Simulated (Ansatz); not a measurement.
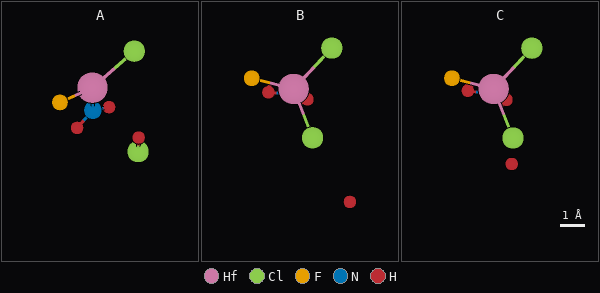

3 geometries from a converged minimum-energy path of HfNH3Cl2F (multiplicity 2), made up at the start of HfNH2Cl2F and H, shuffled. Style: ball-and-stick. Shown from a free direction.

Level of theory: UKS PBE-D4/def2-SVP (Ansatz 0.2.0). Run with 5 movable images; climbing image; force threshold 0.05 eV/Å; iteration limit 60; starting path through a guess of the saddle point.

**Which of them lies highest in energy?**

A. In order along the path, whose images run from 0 to 6: B (image 0, 0.00 eV), C (image 2, 0.00 eV), A (image 4, +0.61 eV). Breaking: Cl–Hf (2.37 → 3.26 Å). Forming: Cl–H (3.33 → 1.31 Å).

Limits of the set-up: the start holds two separate molecules, 3.3 Å apart at their closest, whose relative position is a soft coordinate.

The run took 9.5 min on 4 threads of Arm Neoverse V2 (shared host), peak memory 0.22 GiB.
